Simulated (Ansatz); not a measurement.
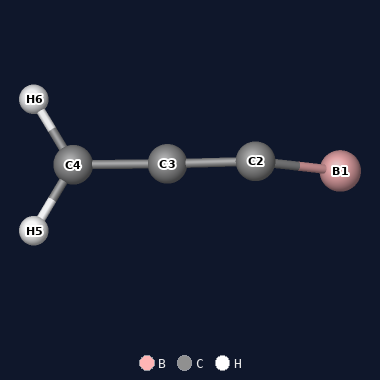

The system is C3H2B, charge +1; the picture shows the reference structure. 
- Coordinates scanned: (1) angle C2–C3–C4 (carried through 180); (2) change of the bonds C3–C2, C3–C4, all alike.
- Nothing is relaxed (all other coordinates rigid).
- The scan uses an 11 × 11 grid.
- Points are written as (first, second).
- All energies are given in eV relative to the relaxed molecule at the same level.
- Computed with RKS PBE-D4/def2-TZVP (Ansatz 0.2.0).

Its coordinates:

```yaml
atoms:
  - { symbol: B, position_ang: [-0.6490, -2.6539, -0.2001] }
  - { symbol: C, position_ang: [-0.8009, -1.2656, 0.3012] }
  - { symbol: C, position_ang: [-0.1704, -0.1836, 0.0874] }
  - { symbol: C, position_ang: [0.3884, 1.0282, -0.0330] }
  - { symbol: H, position_ang: [0.0359, 1.7335, -0.7962] }
  - { symbol: H, position_ang: [1.1960, 1.3415, 0.6407] }
```

Range: angle C2–C3–C4 (carried through 180) from 140 to 220°; change of the bonds C3–C2, C3–C4, all alike from −0.144 to 0.222 Å.

> Predict the map.

The lowest grid point is at (172°, 0.003 Å), 0.0008 eV from the relaxed molecule at the same level. No other kind of well shows on this grid. The highest grid point, (220°, −0.144 Å), lies 2.67 eV above the lowest. Round the minimum the two coordinates are nearly uncoupled.

```csv
"second ↓, first →",140,148,156,164,172,180,188,196,204,212,220
0.222,2.26,2.20,2.16,2.15,2.15,2.17,2.21,2.26,2.33,2.42,2.53
0.185,1.74,1.67,1.62,1.60,1.59,1.61,1.66,1.72,1.80,1.90,2.02
0.149,1.28,1.20,1.14,1.11,1.10,1.12,1.17,1.24,1.33,1.44,1.58
0.112,0.89,0.79,0.72,0.68,0.67,0.69,0.73,0.81,0.91,1.04,1.19
0.076,0.58,0.47,0.39,0.34,0.33,0.35,0.40,0.48,0.59,0.73,0.90
0.039,0.39,0.26,0.17,0.11,0.09,0.11,0.16,0.25,0.37,0.52,0.71
0.003,0.34,0.19,0.09,0.02,0.00,0.02,0.07,0.16,0.29,0.46,0.66
−0.034,0.46,0.30,0.18,0.11,0.08,0.10,0.15,0.25,0.39,0.57,0.79
−0.070,0.79,0.61,0.48,0.41,0.37,0.38,0.44,0.55,0.70,0.89,1.13
−0.107,1.39,1.20,1.06,0.97,0.94,0.95,1.01,1.12,1.27,1.48,1.73
−0.144,2.32,2.12,1.97,1.87,1.83,1.84,1.90,2.01,2.18,2.40,2.67
```

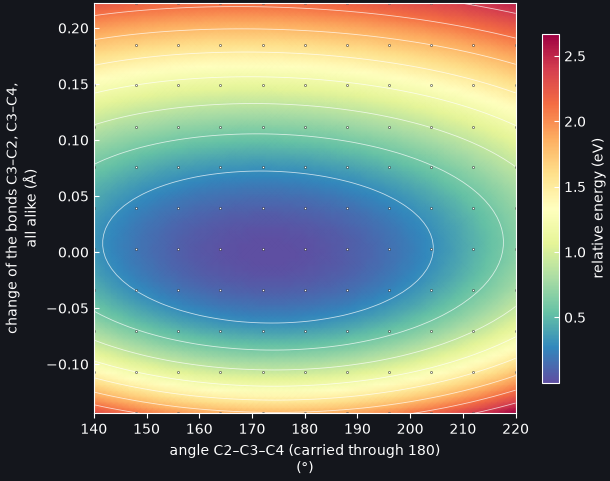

In the figure: a smooth colour map with a few white contour lines, dots at the grid points. Between grid points the surface is interpolated.

Each point was launched as `ansatz run input.yaml --threads 1 --pin off --max-ram 2560MiB --backend cpu --events-out ev --progress --plain --runs-dir out`. The whole map (121 points run) took 8.9 min on 1 thread of Arm Neoverse V2, with other jobs on the host.
